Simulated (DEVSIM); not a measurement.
Device: Schottky contact on n-type GaAs, at 300 K.

```
layer (left to right)  material  thickness (μm)  Nd (cm⁻³)  τn (s)  τp (s)
---------------------  --------  --------------  ---------  ------  ------
1                          GaAs            42.0     1.2e15  6.9e-9  6.9e-9
```

Left contact: Schottky, work function 4.76 eV, emission velocity 3.1e6 cm/s. Right contact: ohmic. Voltage is applied to the left contact. Recombination: SRH at mid-gap. Mobility is μmin + (μ − μmin)/(1 + (N/Nref)^α).

This is a model device: material constants are rounded textbook-type values typed into the input, and sizes, dopings and lifetimes were drawn at random. Values at 300 K.

```csv
parameter,GaAs
gap (eV),1.424
affinity (eV),4.07
permittivity,12.9
Nc (cm⁻³),4.7e17
Nv (cm⁻³),9e18
μn (cm²/Vs),8500
μp (cm²/Vs),400
"μn,min",500
"μp,min",20
"Nref,n",6e16
"Nref,p",1.5e17
αn,0.39
αp,0.38
```

Simulated with DEVSIM: 1D drift-diffusion, Boltzmann statistics, complete ionisation; no tunnelling, impact ionisation, image-force lowering or self-heating. Metal contacts follow the ideal Schottky-Mott rule: no Fermi-level pinning, no interface dipoles.

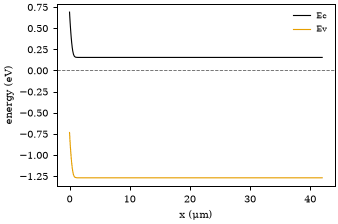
Figure. Band edges at zero bias

Energies count from the Fermi level of the right contact; mesh points crowd at the junctions.

```
x (μm)   Ec (eV)  Ev (eV)  n (cm⁻³)  p (cm⁻³)  field (V/cm)
-------  -------  -------  --------  --------  ------------
0.000      0.690   -0.734   1200000   4200000        -13000
0.02027    0.664   -0.760   3300000   1500000        -13000
0.05436    0.621   -0.803     1.7e7    290000        -12000
0.1205     0.544   -0.880     3.4e8     15000        -11000
0.2895     0.381   -1.043    1.9e11     < 1e2         -8200
0.5309     0.231   -1.193    6.1e13     < 1e2         -4200
0.9990     0.157   -1.267    1.1e15     < 1e2          -230
2.196      0.154   -1.270    1.2e15     < 1e2           ≈ 0
4.068      0.154   -1.270    1.2e15     < 1e2           ≈ 0
7.218      0.154   -1.270    1.2e15     < 1e2           ≈ 0
13.33      0.154   -1.270    1.2e15     < 1e2           ≈ 0
26.22      0.154   -1.270    1.2e15     < 1e2           ≈ 0
33.45      0.154   -1.270    1.2e15     < 1e2           ≈ 0
37.18      0.154   -1.270    1.2e15     < 1e2           ≈ 0
39.88      0.154   -1.270    1.2e15     < 1e2           ≈ 0
40.81      0.154   -1.270    1.2e15     < 1e2           ≈ 0
41.37      0.154   -1.270    1.2e15     < 1e2           ≈ 0
41.65      0.154   -1.270    1.2e15     < 1e2           ≈ 0
41.86      0.154   -1.270    1.2e15     < 1e2           ≈ 0
41.93      0.154   -1.270    1.2e15     < 1e2           ≈ 0
41.97      0.154   -1.270    1.2e15     < 1e2           ≈ 0
42.00      0.154   -1.270    1.2e15     < 1e2           ≈ 0
```
